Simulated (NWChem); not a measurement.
# One shape, several levels: C7H16 (3-ethylpentane)

We compute a comparison of 3 runs (HF/STO-3G, HF/3-21G, B3LYP/6-31G*) of C7H16 (3-ethylpentane). 

Program for the calculation: NWChem 7.3.0.

## (1) The molecule

C7H16 has 23 atoms, charge 0, and is taken as a singlet. SMILES: `CCC(CC)CC`. The shape is that of a PBE0-D4/def2-TZVP optimisation. This is one conformer, not always the lowest.

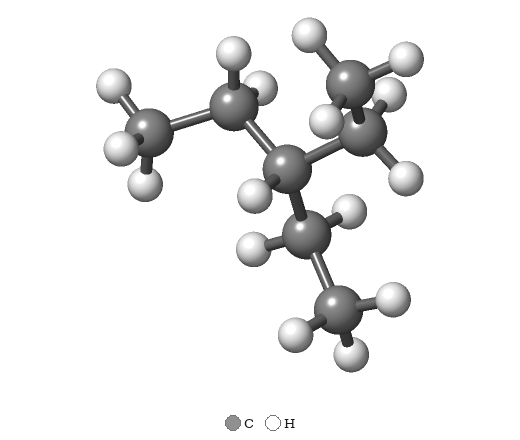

The structure, seen from a chosen angle (carbon grey, hydrogen white).

## (2) Energy and gradient at HF/STO-3G (run 1)

geom.nw

```
start geom
title "C7H16"
memory stack 880 mb heap 220 mb global 1100 mb

geometry units angstroms noautosym nocenter noautoz
  C     1.255600   -1.595500   -1.572200
  C     1.315400   -0.649900   -0.383900
  C    -0.017600    0.013500   -0.036600
  C    -0.979300   -0.986800    0.605300
  C    -2.433100   -0.543800    0.612800
  C     0.191600    1.231400    0.863800
  C     0.788000    2.438400    0.158600
  H     2.233600   -2.038300   -1.774400
  H     0.554300   -2.417600   -1.410500
  H     0.938800   -1.065800   -2.475300
  H     2.061900    0.122600   -0.592200
  H     1.677400   -1.186400    0.502400
  H    -0.473600    0.363700   -0.975200
  H    -0.910800   -1.944400    0.080300
  H    -0.643100   -1.182000    1.631700
  H    -2.797500   -0.388000   -0.406700
  H    -2.576900    0.391100    1.159600
  H    -3.072700   -1.295500    1.081300
  H    -0.765500    1.525100    1.305400
  H     0.832300    0.935700    1.704400
  H     0.914200    3.276500    0.848100
  H     1.768600    2.222000   -0.271900
  H     0.138300    2.773900   -0.654900
end

basis spherical bse
  * library STO-3G
end

scf
  thresh 1e-08
  maxiter 80
end

task scf gradient
```

The run is started by

```bash
$ nwchem geom.nw > geom.out
```

The program printed:

```text
[...]
  functions       =    51
[...]
  wavefunction    = RHF
[...]
         Total SCF energy =   -271.197492279704
      One-electron energy =  -1021.467242242984
      Two-electron energy =    419.894066304032
 Nuclear repulsion energy =    330.375683659248
        Time for solution =      7.0s
[...]
                         RHF ENERGY GRADIENTS
    atom               coordinates                        gradient
                 x          y          z           x          y          z
   1 C       2.372740  -3.015058  -2.971027    0.002688   0.015816   0.021178
   2 C       2.485746  -1.228133  -0.725466   -0.025938  -0.002491  -0.017121
   3 C      -0.033259   0.025511  -0.069164    0.013500  -0.010384   0.027773
   4 C      -1.850609  -1.864782   1.143851   -0.008810   0.025897  -0.014914
   5 C      -4.597892  -1.027633   1.158024    0.024995  -0.008875   0.001035
   6 C       0.362071   2.327009   1.632345    0.004107  -0.000006  -0.030858
   7 C       1.489104   4.607908   0.299711   -0.010044  -0.020387   0.013758
   8 H       4.220892  -3.851828  -3.353130    0.004139  -0.003455  -0.002329
   9 H       1.047475  -4.568602  -2.665459   -0.004228  -0.005332   0.000075
  10 H       1.774075  -2.014070  -4.677639   -0.001983   0.002613  -0.005768
  11 H       3.896426   0.231680  -1.119096    0.004907   0.004899   0.000172
[...]
```

Run time: 8.7 s. Hardware: 1 thread of Intel Xeon 6975P-C (Granite Rapids), shared host; peak memory 0.095 GiB.

## (3) Energy and gradient at HF/3-21G (run 2)

test.nw

```
start test
title "C7H16"
memory 2200 mb
charge 0

geometry units angstroms noautosym nocenter noautoz
   C      1.255600    -1.595500    -1.572200
   C      1.315400    -0.649900    -0.383900
   C     -0.017600     0.013500    -0.036600
   C     -0.979300    -0.986800     0.605300
   C     -2.433100    -0.543800     0.612800
   C      0.191600     1.231400     0.863800
   C      0.788000     2.438400     0.158600
   H      2.233600    -2.038300    -1.774400
   H      0.554300    -2.417600    -1.410500
   H      0.938800    -1.065800    -2.475300
   H      2.061900     0.122600    -0.592200
   H      1.677400    -1.186400     0.502400
   H     -0.473600     0.363700    -0.975200
   H     -0.910800    -1.944400     0.080300
   H     -0.643100    -1.182000     1.631700
   H     -2.797500    -0.388000    -0.406700
   H     -2.576900     0.391100     1.159600
   H     -3.072700    -1.295500     1.081300
   H     -0.765500     1.525100     1.305400
   H      0.832300     0.935700     1.704400
   H      0.914200     3.276500     0.848100
   H      1.768600     2.222000    -0.271900
   H      0.138300     2.773900    -0.654900
end

basis spherical bse
   * library 3-21G
end

scf
   thresh 1e-08
   maxiter 80
   print low
end

task scf gradient
```

The run is started by

```bash
$ nwchem test.nw > test.out
```

The program printed:

```text
[...]
  functions       =    95
[...]
  wavefunction    = RHF
[...]
         Total SCF energy =   -272.883820339735
      One-electron energy =  -1021.678222962773
      Two-electron energy =    418.418718963789
 Nuclear repulsion energy =    330.375683659248
        Time for solution =      9.4s
[...]
                         RHF ENERGY GRADIENTS
    atom               coordinates                        gradient
                 x          y          z           x          y          z
   1 C       2.372740  -3.015058  -2.971027    0.002266   0.011152   0.014312
   2 C       2.485746  -1.228133  -0.725466   -0.017042  -0.003997  -0.012897
   3 C      -0.033259   0.025511  -0.069164    0.009081  -0.006975   0.018673
   4 C      -1.850609  -1.864782   1.143851   -0.008385   0.017900  -0.008972
   5 C      -4.597892  -1.027633   1.158024    0.017040  -0.006565   0.000455
   6 C       0.362071   2.327009   1.632345    0.004469   0.002080  -0.021132
   7 C       1.489104   4.607908   0.299711   -0.007330  -0.013704   0.009627
   8 H       4.220892  -3.851828  -3.353130    0.004308  -0.002525  -0.001409
   9 H       1.047475  -4.568602  -2.665459   -0.004140  -0.004727   0.000426
  10 H       1.774075  -2.014070  -4.677639   -0.001758   0.002173  -0.004896
  11 H       3.896426   0.231680  -1.119096    0.004728   0.005048  -0.000295
[...]
```

It took 11 s on 1 thread of Intel Xeon 6975P-C (Granite Rapids), shared host; peak memory 0.096 GiB.

## (4) Energy and gradient at B3LYP/6-31G(d) (Cartesian functions) (run 3)

struct.nw

```
start struct
title "C7H16 gradient"
memory total 2200 mb

geometry units angstroms noautosym nocenter noautoz
   C     1.255600   -1.595500   -1.572200
   C     1.315400   -0.649900   -0.383900
   C    -0.017600    0.013500   -0.036600
   C    -0.979300   -0.986800    0.605300
   C    -2.433100   -0.543800    0.612800
   C     0.191600    1.231400    0.863800
   C     0.788000    2.438400    0.158600
   H     2.233600   -2.038300   -1.774400
   H     0.554300   -2.417600   -1.410500
   H     0.938800   -1.065800   -2.475300
   H     2.061900    0.122600   -0.592200
   H     1.677400   -1.186400    0.502400
   H    -0.473600    0.363700   -0.975200
   H    -0.910800   -1.944400    0.080300
   H    -0.643100   -1.182000    1.631700
   H    -2.797500   -0.388000   -0.406700
   H    -2.576900    0.391100    1.159600
   H    -3.072700   -1.295500    1.081300
   H    -0.765500    1.525100    1.305400
   H     0.832300    0.935700    1.704400
   H     0.914200    3.276500    0.848100
   H     1.768600    2.222000   -0.271900
   H     0.138300    2.773900   -0.654900
end

basis "ao basis" cartesian
   * library 6-31G*
end

dft
   xc b3lyp
   grid fine
   convergence energy 1e-08
   maxiter 100
   mulliken
end

task dft gradient
```

The run is started by

```bash
$ nwchem struct.nw > struct.out
```

The program printed:

```text
[...]
          Wavefunction type:  closed shell.
          No. of atoms     :    23
          No. of electrons :    58
[...]
          Charge           :     0
          Spin multiplicity:     1
[...]
          AO basis - number of functions:   137
[...]
              XC Information
              --------------
                         B3LYP Method XC Potential
                     Hartree-Fock (Exact) Exchange  0.200
                        Slater Exchange Functional  0.800 local
                    Becke 1988 Exchange Functional  0.720 non-local
              Lee-Yang-Parr Correlation Functional  0.810
                  VWN I RPA Correlation Functional  0.190 local
[...]
 d= 0,ls=0.0,diis     1   -276.3225657698 -6.07D+02  5.54D-03  7.28D-01     6.8
[...]
 d= 0,ls=0.0,diis     8   -276.3935940260 -1.40D-09  2.24D-07  5.39D-10    46.8
         Total DFT energy =     -276.393594025956
      One electron energy =    -1024.848589685724
           Coulomb energy =      462.127930858537
    Exchange-Corr. energy =      -44.048618858018
 Nuclear repulsion energy =      330.375683659248
[...]
  wavefunction    = closed shell
                         DFT ENERGY GRADIENTS
    atom               coordinates                        gradient
                 x          y          z           x          y          z
   1 C       2.372740  -3.015058  -2.971027   -0.000576   0.002930   0.003516
   2 C       2.485746  -1.228133  -0.725466   -0.004410  -0.000431  -0.001780
   3 C      -0.033259   0.025511  -0.069164    0.001596  -0.001218   0.003294
   4 C      -1.850609  -1.864782   1.143851   -0.000568   0.004297  -0.001925
   5 C      -4.597892  -1.027633   1.158024    0.004585  -0.000527  -0.000344
   6 C       0.362071   2.327009   1.632345    0.000908  -0.000866  -0.004560
   7 C       1.489104   4.607908   0.299711   -0.001707  -0.004104   0.001362
   8 H       4.220892  -3.851828  -3.353130   -0.002209   0.001123   0.000685
   9 H       1.047475  -4.568602  -2.665459    0.001213   0.001804   0.000087
  10 H       1.774075  -2.014070  -4.677639    0.000583  -0.000766   0.002129
  11 H       3.896426   0.231680  -1.119096   -0.001917  -0.000858   0.000545
[...]
```

Run time: 58 s. Hardware: 1 thread of Intel Xeon 6975P-C (Granite Rapids), shared host; peak memory 0.14 GiB.

## (5) All runs side by side

```
run                               level  Cartesian functions  iteration cap  energy (Eh)  dipole moment (D)  HOMO energy (eV)  LUMO energy (eV)  wall time
  1                           HF/STO-3G                   no             80  -271.197492               0.03            -10.71             15.49      8.7 s
  2                            HF/3-21G                   no             80  -272.883820                  –                 –                 –       11 s
  3  B3LYP/6-31G* (Cartesian functions)                  yes            100  -276.393594               0.03             -8.13              2.54       58 s
```

## (6) What came out

| quantity | value |
| --- | --- |
| run 3: total energy | -276.39359 Eh |
| run 3: dipole moment | 0.03 D |
| run 3: HOMO energy | -8.13 eV |
| run 3: LUMO energy | 2.54 eV |
| run 3: HOMO–LUMO gap | 10.68 eV |
| run 3: largest force on an atom | 0.246 eV/Å |

In run 1 the basis is minimal, so the values are rough. All runs together took 78 s, the longest 58 s.
